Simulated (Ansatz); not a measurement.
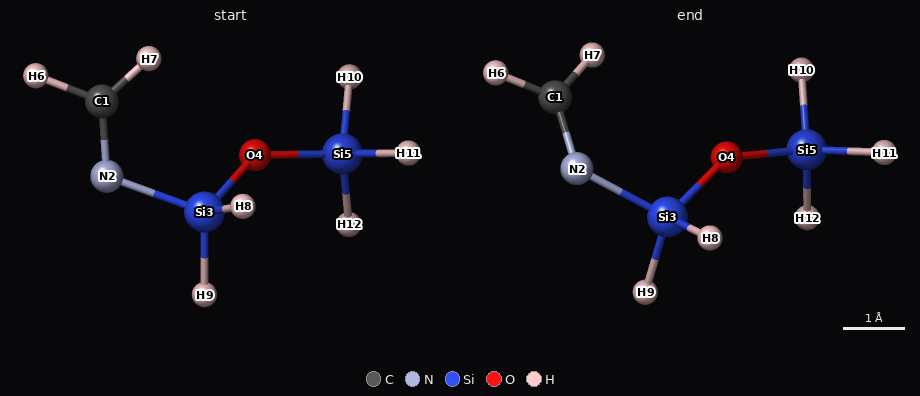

The structure of CH$_{7}$NOSi$_{2}$ (coarse preliminary run) before (left) and after (right) a relaxation, at one scale.

The picture is a ball-and-stick view, seen from a free direction.

The start comes from a force field.

Computed with Ansatz 0.2.0, RKS PBE-D4/def2-SVP. Settings: force threshold 0.03 eV/Å; at most 200 steps.

Q: Summarise the run.

A: After 10 geometry steps the energy has fallen by 13.6 kcal/mol. The largest force component goes from 3.7 to 0.016 eV/Å. The largest move after the best rigid fit is that of H7, 0.98 Å. By element the largest moves are H 0.98 Å, N 0.53 Å, O 0.39 Å, C 0.17 Å, Si 0.15 Å. Near-neighbour distances that change, for instance: Si3–H8 1.422 → 1.500 Å, O4–Si5 1.607 → 1.671 Å, C1–H6 1.176 → 1.116 Å, C1–H7 1.067 → 1.120 Å. Among the angles between lasting bonds that change: C1–N2–Si3 113.7° → 126.7°, Si3–O4–Si5 138.2° → 148.0°, N2–C1–H7 129.8° → 124.5°. Groups turn about N2–Si3 by about 55°, O4–Si5 by about 25°. The run took 16 s on 4 threads of Arm Neoverse V1 (shared host).
